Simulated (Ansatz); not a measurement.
**CH₅ClNSi (SMILES C[Si](N)Cl) (doublet): density, localisation and related maps**

```yaml
atoms:
  - { symbol: C, position_ang: [-0.7356, 0.7422, -0.8576] }
  - { symbol: Si, position_ang: [0.7996, -0.1498, -0.2721] }
  - { symbol: N, position_ang: [0.6160, -0.5081, 1.3989] }
  - { symbol: Cl, position_ang: [0.9677, -1.9775, -1.2419] }
  - { symbol: H, position_ang: [-0.6656, 0.9637, -1.9236] }
  - { symbol: H, position_ang: [-0.8566, 1.6858, -0.3192] }
  - { symbol: H, position_ang: [-1.6154, 0.1172, -0.6810] }
  - { symbol: H, position_ang: [0.3196, 0.2213, 2.0295] }
  - { symbol: H, position_ang: [1.2585, -1.1408, 1.8499] }
```

Geometry: PBE0-D4/def2-TZVP.

Level of theory: UKS PBE0-D4/def2-TZVPP in Ansatz 0.2.0.

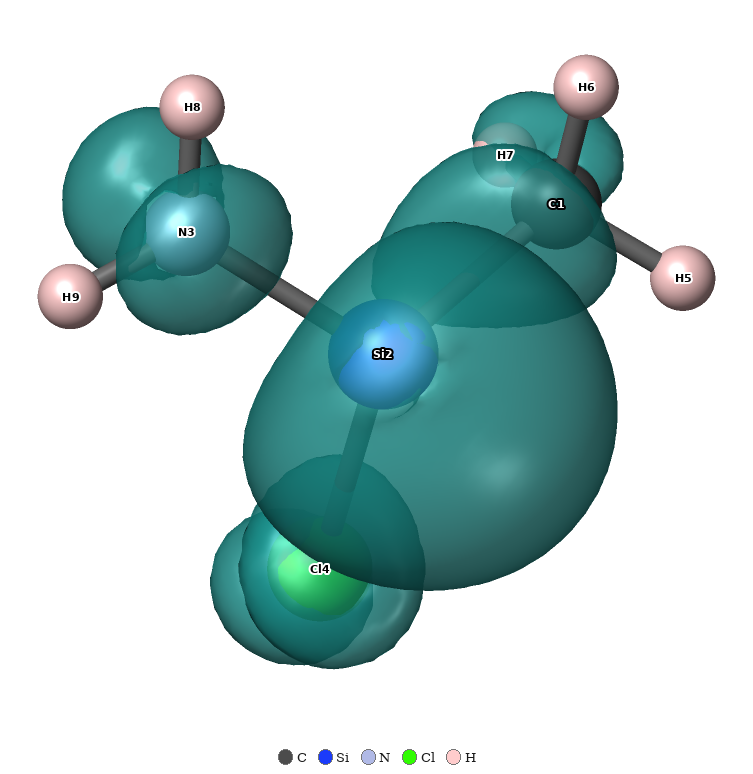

Figure 1. Isosurface of the spin density (α minus β) at +0.015 e/Å³ (teal), seen at a tilt.

Which atoms carry the spin?

Answer. The unpaired spin (1 electron) lies mostly on Si2 (about 0.7), N3 (about 0.1), Cl4 (about 0.1) and C1 (about 0.1), in electrons by Hirshfeld's partition.

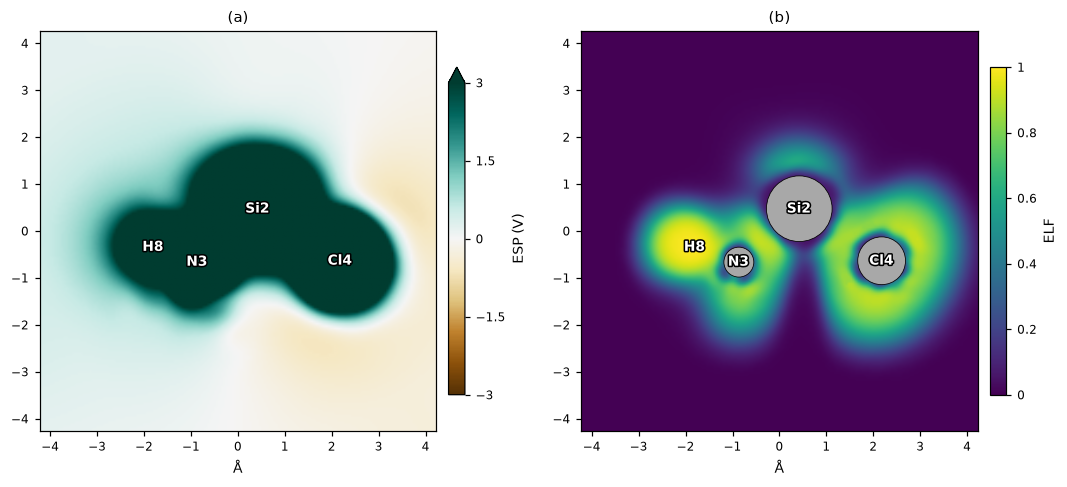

Figure 2. (a) molecular electrostatic potential; (b) electron localisation function on the plane of atoms N3, Si2 and Cl4. Grey discs cover the atomic cores in the ELF map.

Read the bonding off the picture.

Answer. The plane passes through Si, N, Cl and H nuclei. Si–N (1.72 Å): the ELF peaks at about 0.90 between the atoms, as expected for a polar covalent bond. Si–Cl (2.08 Å): the ELF peaks at about 0.85 between the atoms, as expected for a polar covalent bond. N–H (1.01 Å): the ELF climbs to about 1 towards the hydrogen, as it does in any bond to H (a covalent bond by its length). The ELF also peaks beside Cl4, away from the bonds: non-bonding electrons, paired or unpaired. Outside the dense part of the molecule the potential is most negative (−0.7 V) near Cl4.

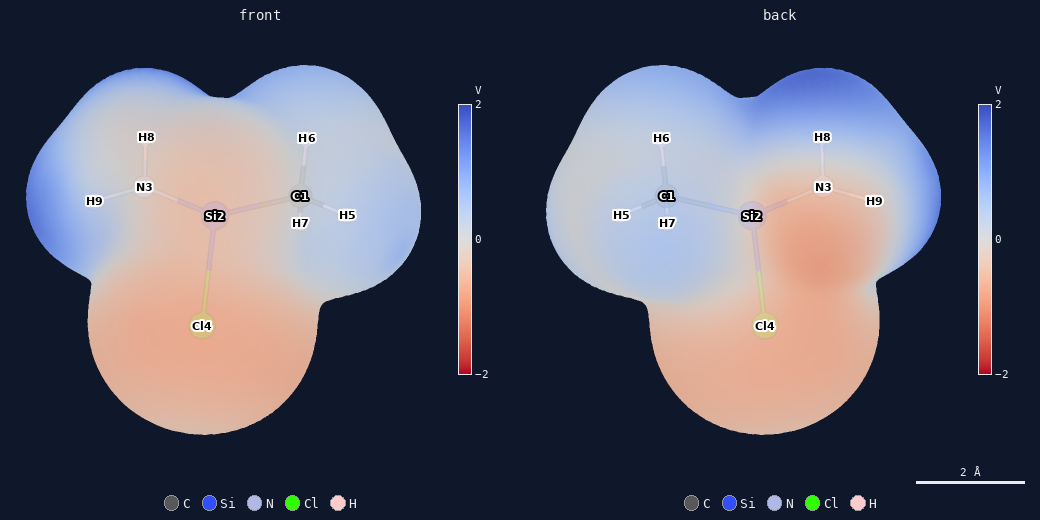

Figure 3. The molecular electrostatic potential painted on the density surface at 0.001 e/bohr³, seen from the front and from behind; red is negative and blue positive.

Where is the surface potential most negative and most positive?

Answer. The most negative region (about −0.9 V, or −21 kcal/mol for a unit charge) lies over N3, the most positive (about +1.6 V, or +37 kcal/mol for a unit charge) over H8.
